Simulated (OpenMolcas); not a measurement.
# One shape, several levels: triplet GaNH2ClF

Wanted: a comparison of 6 runs (UHF/6-31G*, U-r2SCAN/6-31G*, U-revPBE/6-31G*, UM06-2X/6-31G*, UPBE0/6-31G*, ROCCSD(T)/6-31G*) of triplet GaNH2ClF. 

The calculation is run with OpenMolcas 26.06.

1 further run of the same task is left out (it didn't finish).

## 1. The molecule

GaNH2ClF has 6 atoms, charge 0, and is taken as a triplet. SMILES of the parent species: `[NH2][Ga]([F])[Cl]`. Geometry: relaxed at PBE0-D4/def2-TZVP. That shape belongs to the parent species and isn't relaxed for this state.

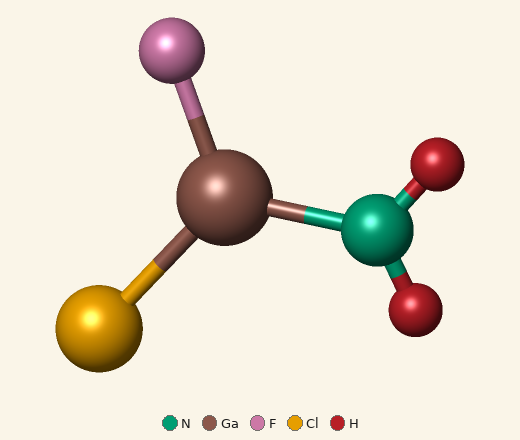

Viewed from a chosen angle; nitrogen teal, gallium brown, fluorine pink, chlorine amber, hydrogen red.

## 2. A single-point energy at UHF/6-31G(d) (spherical functions) (run 1)

The input, job.input:

```
* ClFGaH2N Hartree-Fock
>>> EXPORT MOLCAS_PRINT=2

&GATEWAY
 BasLib = $CurrDir
 Coord
 6
 bohr
 N     -0.36547303     1.94074873    -0.08673843
 Ga     0.44030619    -1.34359527     0.02437747
 F      2.96554721    -2.30792252     1.90730058
 Cl    -1.39858630    -4.17364912    -2.12348525
 H      0.38153570     3.19647174     1.12778855
 H     -1.94377229     2.56738191    -0.93654827
 Basis = 6-31Gs
 Group = NoSym

&SEWARD

&SCF
 UHF
 Spin = 3
 Thresholds = 1e-10 1e-07 1e-07 1e-05
 PrOrbitals = 1 2
```

The basis set 6-31G* is read from a file made from the Basis Set Exchange's data (not shown).

Command:

```sh
$ export MOLCAS_MEM=1860
$ pymolcas job.input > job.log
```

Standard output:

```text
--- Start Module: gateway ---
[...]
--- Stop Module: gateway /rc=_RC_ALL_IS_WELL_ ---
--- Start Module: seward ---
[...]
      Basis functions           82
--- Stop Module: seward /rc=_RC_ALL_IS_WELL_ ---
[...]
--- Start Module: scf ---
[...]
       Convergence after  28 Iterations
[...]
::    Total SCF energy                              -2537.4393690756
[...]
      Total spin, S                                     1.0041115433
[...]
      Total electronic charge=   66.000000
      Total            charge=   -0.000000
[...]
      Dipole Moment (debye):
      Origin of the operator (angstrom)=    0.1184   -0.9501   -0.1423
                   X= -3.6462E-01               Y=  7.5430E+00               Z= -1.9229E+00           Total=  7.7928E+00
      Quadrupole Moment (debye*angstrom):
[...]
--- Stop Module: scf /rc=_RC_ALL_IS_WELL_ ---
[...]
```

It took 17 s on 1 thread of Intel Xeon Platinum 8259CL at 2.50GHz (Skylake/Cascade Lake), shared host; peak memory 0.46 GiB.

## 3. A single-point energy at U-r2SCAN/6-31G(d) (spherical functions) (run 2)

The input, mol.input:

```
&GATEWAY
 BasLib = $CurrDir
 BasisSet
 N.6-31Gs....
 N1 -0.193400 1.027000 -0.045900 angstrom
 End of Basis
 BasisSet
 Ga.6-31Gs....
 Ga2 0.233000 -0.711000 0.012900 angstrom
 End of Basis
 BasisSet
 F.6-31Gs....
 F3 1.569300 -1.221300 1.009300 angstrom
 End of Basis
 BasisSet
 Cl.6-31Gs....
 Cl4 -0.740100 -2.208600 -1.123700 angstrom
 End of Basis
 BasisSet
 H.6-31Gs....
 H5 0.201900 1.691500 0.596800 angstrom
 H6 -1.028600 1.358600 -0.495600 angstrom
 End of Basis

&SEWARD
 GridInput
 Grid=UltraFine
 End of Grid

&SCF
 UHF
 Spin = 3
 KSDFT = 2
 1.0 MGGA_X_R2SCAN
 1.0 MGGA_C_R2SCAN
 Thresholds = 1e-10 1e-07 1e-07 1e-05
 PrOrbitals = 1 2
```

The basis set 6-31G* is read from a file made from the Basis Set Exchange's data (not shown).

Command:

```sh
$ export MOLCAS_MEM=1860
$ pymolcas mol.input > mol.log
```

Standard output:

```text
--- Start Module: gateway ---
[...]
--- Stop Module: gateway /rc=_RC_ALL_IS_WELL_ ---
--- Start Module: seward ---
[...]
      Basis functions           82
--- Stop Module: seward /rc=_RC_ALL_IS_WELL_ ---
[...]
--- Start Module: scf ---
[...]
       Convergence after  37 Iterations
[...]
::    Total KS-DFT energy                           -2540.3608040304
[...]
      Total spin, S                                     1.0016443588
[...]
      Total electronic charge=   66.000000
      Total            charge=   -0.000000
[...]
      Dipole Moment (debye):
      Origin of the operator (angstrom)=    0.1184   -0.9501   -0.1423
                   X= -1.3797E+00               Y=  5.6413E+00               Z= -5.2238E-01           Total=  5.8310E+00
      Quadrupole Moment (debye*angstrom):
[...]
--- Stop Module: scf /rc=_RC_ALL_IS_WELL_ ---
[...]
```

It took 1.7 min on 1 thread of Intel Xeon Platinum 8259CL at 2.50GHz (Skylake/Cascade Lake), shared host; peak memory 0.46 GiB.

Run 3 isn't shown in full; the table further down has it.

## 4. The energy at UM06-2X/6-31G(d) (spherical functions) (run 4)

The input, coord.xyz:

```xyz
6

N     -0.193400     1.027000    -0.045900
Ga     0.233000    -0.711000     0.012900
F      1.569300    -1.221300     1.009300
Cl    -0.740100    -2.208600    -1.123700
H      0.201900     1.691500     0.596800
H     -1.028600     1.358600    -0.495600
```

The input, run.input:

```
>>> EXPORT MOLCAS_PRINT=2

&GATEWAY
  BasLib=$CurrDir
  Coord=coord.xyz
  Basis=6-31Gs
  Group=NoSym

&SEWARD
  GridInput
  Grid=UltraFine
  End of Grid

&SCF
  UHF
  Spin=3
  KSDFT=M062X
  Thresholds=1e-10 1e-07 1e-07 1e-05
  PrOrbitals=0
```

The basis set 6-31G* is read from a file made from the Basis Set Exchange's data (not shown).

Command:

```sh
$ export MOLCAS_MEM=1860
$ pymolcas run.input > run.log
```

Standard output:

```text
--- Start Module: gateway ---
[...]
--- Stop Module: gateway /rc=_RC_ALL_IS_WELL_ ---
--- Start Module: seward ---
[...]
      Basis functions           82
--- Stop Module: seward /rc=_RC_ALL_IS_WELL_ ---
[...]
--- Start Module: scf ---
[...]
       Convergence after  26 Iterations
[...]
::    Total KS-DFT energy                           -2540.3779473286
[...]
      Total spin, S                                     1.0017976793
[...]
      Total electronic charge=   66.000000
      Total            charge=   -0.000000
[...]
      Dipole Moment (debye):
      Origin of the operator (angstrom)=    0.1184   -0.9501   -0.1423
                   X= -1.1624E+00               Y=  6.0184E+00               Z= -5.2312E-01           Total=  6.1519E+00
      Quadrupole Moment (debye*angstrom):
[...]
--- Stop Module: scf /rc=_RC_ALL_IS_WELL_ ---
[...]
```

Wall time 78 s (1 thread of Intel Xeon Platinum 8259CL at 2.50GHz (Skylake/Cascade Lake), shared host); peak memory 0.46 GiB.

Run 5 isn't shown in full; the table further down has it.

## 5. A single-point energy at ROCCSD(T)/6-31G(d) (spherical functions) (run 6)

The input, test.input:

```
&GATEWAY
BasLib
$CurrDir
BasisSet
N.6-31Gs....
N1 -0.193400 1.027000 -0.045900 angstrom
End of Basis
BasisSet
Ga.6-31Gs....
Ga2 0.233000 -0.711000 0.012900 angstrom
End of Basis
BasisSet
F.6-31Gs....
F3 1.569300 -1.221300 1.009300 angstrom
End of Basis
BasisSet
Cl.6-31Gs....
Cl4 -0.740100 -2.208600 -1.123700 angstrom
End of Basis
BasisSet
H.6-31Gs....
H5 0.201900 1.691500 0.596800 angstrom
H6 -1.028600 1.358600 -0.495600 angstrom
End of Basis
&SEWARD
&SCF
UHF
Spin
3
Thresholds
1e-10 1e-07 1e-07 1e-05
PrOrbitals
0
&RASSCF
FileOrb
$Project.UnaOrb
Spin
3
Nactel
2 0 0
Inactive
32
Ras2
2
OutOrbitals
Canonical
OrbListing
Nothing
&MOTRA
JobIph
Frozen
16
&CCSDT
CCT
Triples
3
Iterations
80
Accuracy
1e-08
Extrapolation
5 4
```

The basis set 6-31G* is read from a file made from the Basis Set Exchange's data (not shown).

Command:

```sh
$ export MOLCAS_MEM=1860
$ pymolcas test.input > test.log
```

Standard output:

```text
--- Start Module: gateway ---
[...]
--- Stop Module: gateway /rc=_RC_ALL_IS_WELL_ ---
[...]
      Basis functions           82
[...]
       Convergence after  28 Iterations
[...]
::    Total SCF energy                              -2537.4393690763
[...]
      Total spin, S                                     1.0041115433
[...]
      Number of active orbitals                  2
[...]
      Spin quantum number                      1.0
[...]
      Active orbitals                            2
[...]
      Number of CSFs                             1
[...]
      Number of root(s) required                 1
[...]
      Convergence after 13 iterations
[...]
      printout of CI-coefficients larger than  0.05 for root  1
      energy=   -2537.433450
      conf/sym  11     Coeff  Weight
             1  uu   1.00000 1.00000
      Natural orbitals and occupation numbers for root  1
      sym 1:   1.000000   1.000000
      ************************************************************************************************************************
      *                                                    Final results                                                     *
[...]
::    RASSCF root number  1 Total energy:  -2537.43345006
[...]
      Total electronic charge=   66.000000
      Total            charge=   -0.000000
[...]
      Dipole Moment (debye):
      Origin of the operator (angstrom)=    0.1184   -0.9501   -0.1423
                   X= -3.4674E-01               Y=  7.4608E+00               Z= -1.9387E+00           Total=  7.7164E+00
      Quadrupole Moment (debye*angstrom):
[...]
--- Start Module: motra ---
[...]
      *** WARNING: Default frozen orbitals is overwritten by user input.
      *** Default values:  21
[...]
--- Stop Module: motra /rc=_RC_ALL_IS_WELL_ ---
--- Start Module: ccsdt ---
[...]
      Convergence after                    31  Iterations
      Total energy (diff) :   -2538.12444457       0.00000001
[...]
 METHOD                       : CCSD+T(CCSD)+<T3(1)WT1>+<T3(1)UT2> = CCSD(T)
[...]
       CCSD     =     -2538.1244445684652
[...]
--- Stop Module: ccsdt /rc=_RC_ALL_IS_WELL_ ---
[...]
```

It took 1.8 min on 1 thread of Intel Xeon Platinum 8259CL at 2.50GHz (Skylake/Cascade Lake), shared host; peak memory 0.46 GiB.

## 6. The series

| run | level | integration grid | frozen core orbitals | energy (Eh) | dipole moment (D) | HOMO energy (eV) | ⟨S²⟩ | wall time |
| --- | --- | --- | --- | --- | --- | --- | --- | --- |
| 1 | UHF/6-31G* (spherical functions) | – | – | -2537.439369 | 7.79 | -4.90 | 2.012 | 17 s |
| 2 | U-r2SCAN/6-31G* (spherical functions) | UltraFine | – | -2540.360804 | 5.83 | -2.70 | 2.005 | 1.7 min |
| 3 | U-revPBE/6-31G* (spherical functions) | UltraFine | – | -2540.200221 | 4.98 | -2.48 | 2.003 | 67 s |
| 4 | UM06-2X/6-31G* (spherical functions) | UltraFine | – | -2540.377947 | 6.15 | -4.09 | 2.005 | 78 s |
| 5 | UPBE0/6-31G* (spherical functions) | UltraFine | – | -2539.910547 | 6.23 | -3.37 | 2.004 | 52 s |
| 6 | ROCCSD(T)/6-31G* (spherical functions) | – | 16 | -2538.139960 | – | – | – | 1.8 min |

## 7. What came out

| quantity | value |
| --- | --- |
| run 6: total energy | -2538.13996 Eh |
| run 6: (T) correction | -15.52 mEh |

What this shows: Over runs 1, 2, 3, 4, 5 the dipole moment (its size) runs from 4.98 D (U-revPBE/6-31G*) to 7.79 D (UHF/6-31G*). Totals of different functionals can't be ranked against each other. All runs together took 7.1 min, the longest 1.8 min.
